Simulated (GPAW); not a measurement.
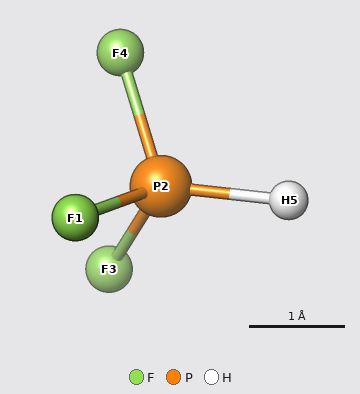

Figure 1. The structure (ball-and-stick view, seen at a tilt; atoms are numbered from 1 in the order of the input). Bond lengths as drawn: F–P 1.52 Å and H–P 1.37 Å.

**PHF3 (charge +1): property calculation**

PHF3, charge +1, computed with PBE/real-space grid, scalar-relativistic datasets (GPAW 26.7.0).

The geometry comes from this level: GFN2-xTB.

## Input (gs.py)
```python
from ase.io import read
from gpaw import GPAW

# Set up the molecule
atoms = read('gs.xyz')
atoms.center(vacuum=4.5)

# Ground state
calculator = GPAW(mode='fd', charge=1, maxiter=150, h=0.18, xc='PBE', txt='-')
atoms.calc = calculator

energy = atoms.get_potential_energy()
print(f'Energy = {energy:.5f} eV')
forces = atoms.get_forces()
print('Forces (eV/Ang)')
for symbol, f in zip(atoms.symbols, forces):
    print(f'{symbol:2} {f[0]:9.4f} {f[1]:9.4f} {f[2]:9.4f}')
homo, lumo = calculator.get_homo_lumo()
print(f'HOMO: {homo:.3f} eV')
print(f'LUMO = {lumo:.3f} eV')
print(f'Gap = {lumo - homo:.3f} eV')
```

## File gs.xyz
```
5

F     -0.656630    -0.057650     1.326690
P      0.069480     0.083300    -0.005190
F      0.694150    -1.289710    -0.222090
F     -1.059590     0.131070    -1.027050
H      0.952580     1.133000    -0.072370
```

Hardware: 1 thread of Arm Neoverse V1, 112 GiB of memory available, shared host.

Run as:
```bash
python3 gs.py
```

## Output
```
__  _  _
 | _ |_)|_||  |
 |__||  | ||/\| - 26.7.0

units:  Angstrom and eV
cores:  1
OpenMP: False

Versions:
  Python: 3.12.14
  ASE:    3.29.0
  Numpy:  2.5.5
  Scipy:  1.18.1
  Libxc:  7.0.0

        _gpaw.cpython-312-aarch64-linux-gnu.so

Input parameters:
  mode=FD(),
  charge=1,
  h=0.18,
  maxiter=150,
  xc=XC(name='PBE')

Diagonalizing LCAO Hamiltonian
Converting LCAO to fd mode
        .--------------------------.
       /|                          |
      / |                          |
     /  |                          |
    /   |                          |
   /    |                          |
  /     |                          |
 *      |                          |
 |      |                          |
 |      |        F                 |
 |      |            H             |
 |      |         P                |
 |      |       F  F               |
 |      |                          |
 |      .--------------------------.
 |     /                          /
 |    /                          /
 |   /                          /
 |  /                          /
 | /                          /
 |/                          /
 *--------------------------*

Atoms  # Å, Bohr magnetons
|   | symbol |        x |        y |        z |    initial magnetic moments |
|---|--------|----------|----------|----------|-----------------------------|
| 0 |      F | 4.902960 | 5.732060 | 6.853740 | ( 0.0000,  0.0000,  0.0000) |
| 1 |      P | 5.629070 | 5.873010 | 5.521860 | ( 0.0000,  0.0000,  0.0000) |
| 2 |      F | 6.253740 | 4.500000 | 5.304960 | ( 0.0000,  0.0000,  0.0000) |
| 3 |      F | 4.500000 | 5.920780 | 4.500000 | ( 0.0000,  0.0000,  0.0000) |
| 4 |      H | 6.512170 | 6.922710 | 5.454680 | ( 0.0000,  0.0000,  0.0000) |

Unit cell  # Å
| periodic |         x |         y |         z |   lengths |    angles |
|----------|-----------|-----------|-----------|-----------|-----------|
|       no | 11.012170 |  0.000000 |  0.000000 | 11.012170 | 90.000000 |
|       no |  0.000000 | 11.422710 |  0.000000 | 11.422710 | 90.000000 |
|       no |  0.000000 |  0.000000 | 11.353740 | 11.353740 | 90.000000 |

Number of symmetries: 1
Symmetry operations  # r_c * U_cc + t_c -> r_c
|   | kind |            matrix            |
|---|------|------------------------------|
| 0 |  E   |  1, 0, 0,  0, 1, 0,  0, 0, 1 |

BZ-sampling:
  Number of BZ points: 1
  Number of IBZ points: 1

  Monkhorst-Pack size: [1, 1, 1]
  Monkhorst-Pack shift: [0, 0, 0]

K-points  # in reciprocal-cell coordinates
|   |                                coordinates |     weight |
|---|--------------------------------------------|------------|
| 0 | (  0.00000000,   0.00000000,   0.00000000) | 1.00000000 |

Uniform wave function grid shape: (np.int64(59), np.int64(63), np.int64(63))
Spin-components: 1 (collinear spins)
Bands:           17
Projectors:      23
Spin-degeneracy: 2
Datatype:        float64

  Storage: CPU
  Wave functions: 31_847_256 bytes (31_847_256 per core)

Parallelization:
  kpt:    1
  domain: 1
  band:   1

Density:
  Valence electrons: 27.0
  Components: 1
  Grid points: [60 64 64]
  Charge: 1.0  # |e|

Potential:
  Grid points: [60 64 64]

species:
  F:
    name:    Fluorine
    Z:       9.0
    valence: 7
    core:    2
    charge:  0.0  # [|e|]
    file:    F.PBE.gz
    compensation charges:
      type: gauss
      rc: 0.20  # [Å]
      lmax: 2
    cutoffs:
      filter: 1.14  # [Å]
      core: 0.74  # [Å]
    projectors
    | kind |    occ | energy [eV] | rcut [Å] |
    |------|--------|-------------|----------|
    |   2s |  2.000 |     -29.898 |    0.635 |
    |   2p |  5.000 |     -11.110 |    0.635 |
    |    s |        |      -2.687 |    0.635 |
    |    p |        |      16.102 |    0.635 |
    |    d |        |       0.000 |    0.635 |

    Using partial waves for F as LCAO basis

  P:
    name:    Phosphorus
    Z:       15.0
    valence: 5
    core:    10
    charge:  0.0  # [|e|]
    file:    P.PBE.gz
    compensation charges:
      type: gauss
      rc: 0.30  # [Å]
      lmax: 2
    cutoffs:
      filter: 1.69  # [Å]
      core: 1.81  # [Å]
    projectors
    | kind |    occ | energy [eV] | rcut [Å] |
    |------|--------|-------------|----------|
    |   3s |  2.000 |     -13.968 |    0.953 |
    |   3p |  3.000 |      -5.506 |    0.953 |
    |    s |        |      13.244 |    0.953 |
    |    p |        |      21.705 |    0.953 |
    |    d |        |       0.000 |    0.953 |

    Using partial waves for P as LCAO basis

  H:
    name:    Hydrogen
    Z:       1.0
    valence: 1
    core:    0
    charge:  0.0  # [|e|]
    file:    H.PBE.gz
    compensation charges:
      type: gauss
      rc: 0.15  # [Å]
      lmax: 2
    cutoffs:
      filter: 0.85  # [Å]
      core: 0.53  # [Å]
    projectors
    | kind |    occ | energy [eV] | rcut [Å] |
    |------|--------|-------------|----------|
    |   1s |  1.000 |      -6.494 |    0.476 |
    |    s |        |      20.717 |    0.476 |
    |    p |        |       0.000 |    0.476 |

    Using partial waves for H as LCAO basis

Reference energy: -17457.646177  # eV

eigensolver:
  PPCG
  Converge bands: occupied
  niter=2

density mixing:
  MSR1-Mixer
  Pratt-step length: 0.05
  Maximum mixing coefficient: 0.75
  Old densities: 10
  SVD Regularization: 0.005
  Good broyden scale: 1.0
  Trust region scale: 1.0
  Backstep threshold: 4.0
  History deletion threshold: 6.0
  Fourier metric: weight=20.0, sigma=0.015

occupation numbers:
  # Zero width

FastPoissonSolver using
    Stencil: 6*3+1=19 point O(h^6) finite-difference Laplacian
    FFT axes: []
    FST axes: [np.int64(0), np.int64(1), np.int64(2)]

xc functional:
  name: PBE with 2 nearest neighbor stencil
interpolation: tri-quintic # 5. degree polynomial

Initialization done in: 2.182 s

convergence criteria:
- Maximum [total energy] change in last 3 cyles: 0.0005 eV / valence electron
- Maximum integral of absolute [dens]ity change: 0.0001 electrons / valence electron
- Maximum integral of absolute [eigenst]ate change: 4e-08 eV^2 / valence electron
maximum number of iterations: 150

SCF iterations
|iter     |     time |      energy | eigst |  dens |
|---------|----------|-------------|-------|-------|
|iter:   1| 00:00:03 |  -19.209904 | +1.16 |       |
|iter:   2| 00:00:05 |  -18.300579 | +0.07 | -0.76 |
|iter:   3| 00:00:06 |  -14.995959 | +0.46 | -0.82 |
|iter:   4| 00:00:07 |  -14.933165 | -0.55 | -1.37 |
|iter:   5| 00:00:09 |  -14.926314 | -1.16 | -1.72 |
|iter:   6| 00:00:10 |  -14.926195c| -2.06 | -2.43 |
|iter:   7| 00:00:11 |  -14.926343c| -2.87 | -2.79 |
|iter:   8| 00:00:13 |  -14.926343c| -3.86 | -3.38 |
|iter:   9| 00:00:14 |  -14.926347c| -4.65 | -3.83 |
|iter:  10| 00:00:15 |  -14.926348c| -5.40 | -4.39c|
|iter:  11| 00:00:17 |  -14.926348c| -6.15 | -4.90c|
|iter:  12| 00:00:18 |  -14.926348c| -6.84 | -5.22c|
|iter:  13| 00:00:20 |  -14.926348c| -7.59c| -5.57c|

Converged in 13 steps
SCF loop duration: 17.137 s (1.318 s/step)
Energy contributions relative to reference atoms: (reference = -17457.646177)

Energy contributions:
  Kinetic:          15.127930
  Coulomb:         -14.480378
  Zero:              0.571785
  External:          0.000000
  Xc:              -16.145686
  Entropy:           0.000000
  Spinorbit:         0.000000
  ----------------------------
  Free energy:     -14.926348
  Extrapolated:    -14.926348

dipole moment: (5.832024, 6.114820, 5.504938)  # |e|*Ang

Fermi level: -13.286
Eigenvalues  # (at kpt = [0.000, 0.000, 0.000])
| band index |      eig [eV] | occ [0-2] |
|------------|---------------|-----------|
|          0 |       -40.270 |     2.000 |
|        ... |               |           |
|          5 |       -21.549 |     2.000 |
|          6 |       -21.544 |     2.000 |
|          7 |       -19.471 |     2.000 |
|          8 |       -19.465 |     2.000 |
|          9 |       -18.580 |     2.000 |
|         10 |       -18.531 |     2.000 |
|         11 |       -18.527 |     2.000 |
|         12 |       -18.008 |     2.000 |
|         13 |        -8.565 |     0.000 |
|         14 |        -8.562 |     0.000 |
|         15 |        -7.663 |     0.000 |
|         16 |        -5.251 |     0.000 |

Gap: 9.443 eV
Transition (v -> c):
  (s=0, k=0, n=12, [0.00, 0.00, 0.00]) -> (s=0, k=0, n=13, [0.00, 0.00, 0.00])
No difference between direct/indirect transitions
vacuum-level: 0.000  # V
Energy = -14.92635 eV

Forces  # eV/Ang
|        x |        y |        z |
|----------|----------|----------|
|  0.20635 |  0.65106 |  0.23253 |  # F    0
| -1.84897 | -2.23102 |  0.11446 |  # P    1
|  0.70175 |  0.43519 | -0.13232 |  # F    2
|  0.27515 |  0.78433 | -0.16864 |  # F    3
|  0.51670 |  0.62491 | -0.03959 |  # H    4

Force computation time: 0.063  # s
Forces (eV/Ang)
F     0.2063    0.6511    0.2325
P    -1.8490   -2.2310    0.1145
F     0.7018    0.4352   -0.1323
F     0.2752    0.7843   -0.1686
H     0.5167    0.6249   -0.0396
HOMO: -18.008 eV
LUMO = -8.565 eV
Gap = 9.443 eV
```

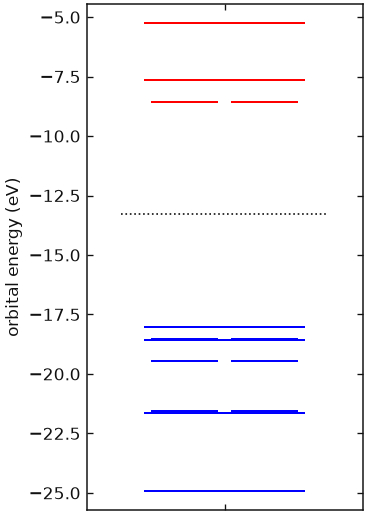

Figure 2. Orbital energies near the frontier; the dotted line parts filled from empty levels, and levels within 0.02 eV of each other stand side by side. Highest filled −18.01 eV, lowest empty −8.56 eV, 9.45 eV apart.

## Key numbers

```json
{"quantity": "outcome", "value": "converged"}
{"quantity": "energy relative to the program's reference atoms", "value": "−14.9263 eV"}
{"quantity": "largest force", "value": "2.900 eV/Å"}
{"quantity": "HOMO", "value": "−18.01 eV"}
{"quantity": "LUMO", "value": "−8.56 eV"}
{"quantity": "wall time", "value": "20 s"}
{"quantity": "peak memory", "value": "0.75 GiB"}
```
